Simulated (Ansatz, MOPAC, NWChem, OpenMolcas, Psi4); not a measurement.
**How methods differ on C2HF5 (pentafluoroethane)**

C2HF5, singlet, SMILES `FC(F)C(F)(F)F`. Each level relaxes the structure for itself.

Quantity: the zero-point energy at each level's own minimum, in kJ/mol. The values are calculated.

| level | kind | program | value (kJ/mol) |
| --- | --- | --- | --- |
| MNDOD | semi-empirical | MOPAC | 110.5 |
| PM3 | semi-empirical | MOPAC | 101.8 |
| PM6-DH2 | semi-empirical | MOPAC | 93.5 |
| RM1 | semi-empirical | MOPAC | 105.9 |
| HF/3-21G | Hartree–Fock | OpenMolcas | 108.4 |
| HF/6-31G* (spherical functions) | Hartree–Fock | NWChem | 109.9 |
| HF/6-31G* (Cartesian functions) | Hartree–Fock | OpenMolcas | 109.9 |
| PBE-D3(BJ)/def2-SVP (density fitting) | GGA | Psi4 | 96.1 |
| PBE0-D4/def2-TZVP | global hybrid | Ansatz | 99.7 |

Harmonic and unscaled. The values span 93.5 to 110.5 kJ/mol.

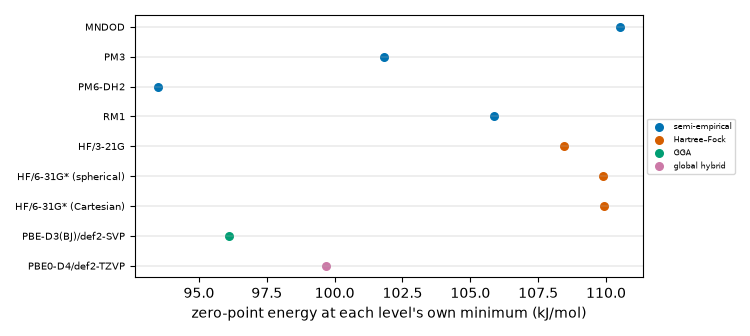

The values of the table, level by level.
